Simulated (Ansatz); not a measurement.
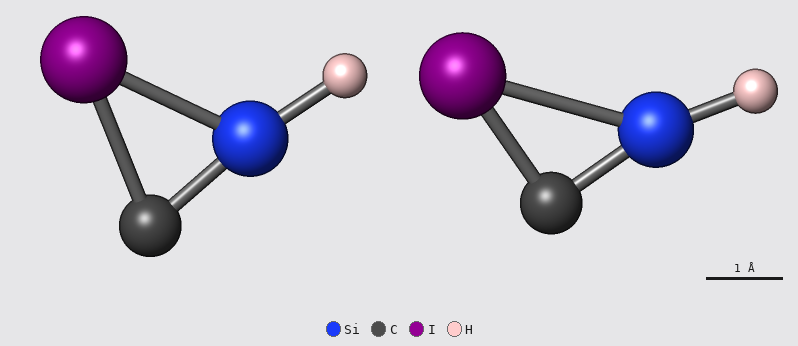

Two geometries of CHISi, drawn at one scale. One is the start of a relaxation, the other its converged end. The picture is a ball-and-stick view, seen at a tilt.

Method: RKS PBE-D4/def2-SVP in Ansatz 0.2.0. (force threshold 0.03 eV/Å; at most 250 steps)

Q: Which geometry has the lower energy?

A: The left one is the relaxed one. It is one of the separated reactants of a reaction. The energy falls by 38.6 kJ/mol in 11 accepted moves (14 points after the start). Largest force component: 1.6 eV/Å at the start, 0.025 eV/Å at the end. The line search rejected the trial steps at points 9, 11, 13 of the run. The forces were under the threshold at step 7, but the run went on from there. The atom that moves furthest after the best rigid fit is the I atom (0.35 Å). Largest moves by element: I 0.35 Å, C 0.32 Å, H 0.27 Å, Si 0.15 Å. Near-neighbour distances that change, for instance: C–I 2.174 → 2.515 Å, I–Si 2.746 → 2.540 Å, H–Si 1.420 → 1.513 Å, C–Si 1.702 → 1.770 Å. Among the angles between lasting bonds that change: I–Si–H 141.2° → 119.0°, Si–C–I 89.4° → 70.3°, C–Si–I 52.3° → 68.7°. Cost: 13 s on 2 threads of Arm Neoverse V2, on a shared host.
